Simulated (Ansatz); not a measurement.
# C₄H₄O₂Zr: what the fields show

```
atom    x (Å)    y (Å)    z (Å)
   C   0.5382  -0.9304  -2.9377
   C   0.4096  -0.7413  -1.7438
  Zr   0.1520  -0.3446   0.4044
   O  -0.9865  -1.6834   1.1291
   O   1.8693  -0.3176   1.2194
   C  -0.7953   1.6158   0.7175
   C  -1.3202   2.7033   0.8570
   H   0.6493  -1.0927  -3.9864
   H  -1.3841  -2.3978   1.6190
   H   2.6490  -0.4695   1.7461
   H  -1.7811   3.6584   0.9754
```

Geometry: PBE0-D4/def2-TZVP; core potentials replace the inner electrons of Zr.

Computed with RKS PBE0-D4/def2-TZVPP (Ansatz).

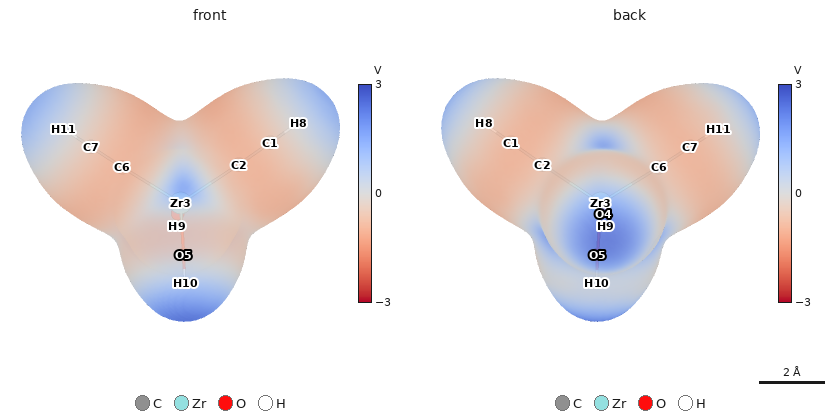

Figure 1. The electrostatic potential painted on the density surface at 0.001 e/bohr³, seen from the front and from behind; red is negative and blue positive.

Where is the surface potential most negative and most positive?

Answer. The most negative region (about −1.0 V) lies over C1, C2, C6 and C7, the most positive (about +2.3 V) over H9 and H10.

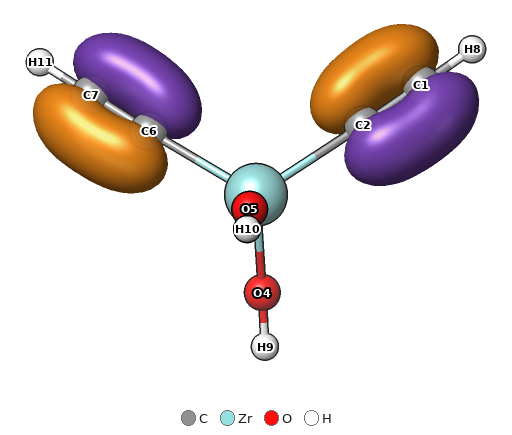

Figure 2. The HOMO at ±0.15 Å⁻³ᐟ² (orange and purple are the two phases), seen at a tilt.

Describe this orbital and give its energy.

Answer. Its weight (Hirshfeld) is mainly on C1 (about 25 %), C7 (about 25 %), C2 (about 20 %) and C6 (about 20 %). Its energy is −7.77 eV.

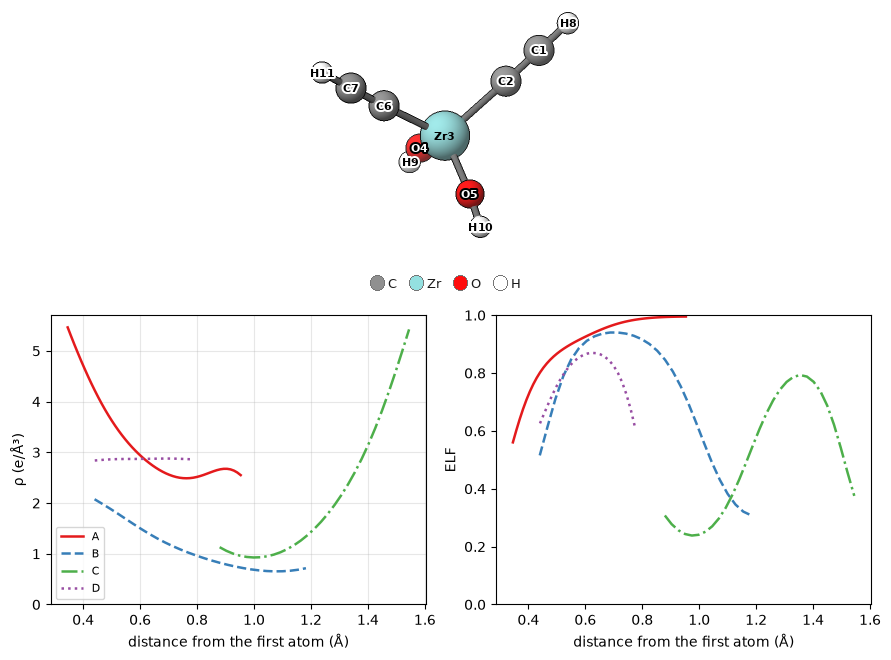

Figure 3. Electron density and electron localisation function along straight lines between neighbouring atoms. The curves leave out the atomic cores. The structure is drawn too.

Which curve belongs to which contact (C–C, C–Zr, O–H and Zr–O)? The first atom named is at distance zero.

Answer. Curve A: O–H (0.95 Å): ρ is about 3.8 e/Å³ halfway; the ELF climbs to about 1 towards the hydrogen, as it does in any bond to H: an ordinary covalent bond to hydrogen. Curve B: C–Zr (2.20 Å): the density is about 0.66 e/Å³ at the midpoint; the ELF peaks at about 0.95 in the valence shell of C, 0.7 Å from its nucleus, and is about 0.40 at the midpoint. Curve C: Zr–O (1.90 Å): ρ is about 0.96 e/Å³ halfway; the ELF peaks at about 0.80 in the valence shell of O, 0.5 Å from its nucleus, and drops to about 0.25 between the two atoms. Curve D: C–C (1.22 Å): ρ at the midpoint is about 2.9 e/Å³; the ELF peaks at about 0.85 between the atoms: a short, multiple covalent bond.
